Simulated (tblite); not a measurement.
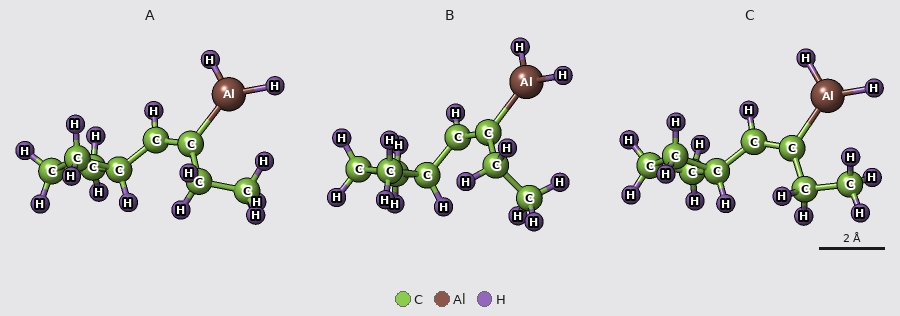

3 geometries from one relaxation of C8H15Al, in shuffled order. Style: ball-and-stick. Shown at a tilt.

Method: tblite, GFN2-xTB geometry optimisation, gas phase. 

### Order the frames from highest to lowest energy.

B, A, C. They are steps 0, 133, 196, at +9.10 kcal/mol, +1.14 kcal/mol relative to the last. The atom that moves furthest after the best rigid fit is an H atom (2.19 Å). By element the largest moves are H 2.19 Å, C 0.94 Å, Al 0.48 Å. Among the contacts that change: Al–H 1.601 → 1.553 Å, C–C 1.522 → 1.488 Å, C–H 1.125 → 1.094 Å, C–C 1.522 → 1.548 Å. Bond angles that change, for instance: Al–C–C 118.2° → 108.9°, C–Al–H 119.5° → 128.1°, C–C–Al 118.9° → 126.9°. Groups turn about C–C by about 90°, C–C by about 40°. Over 196 geometry steps the energy falls by 9.10 kcal/mol.
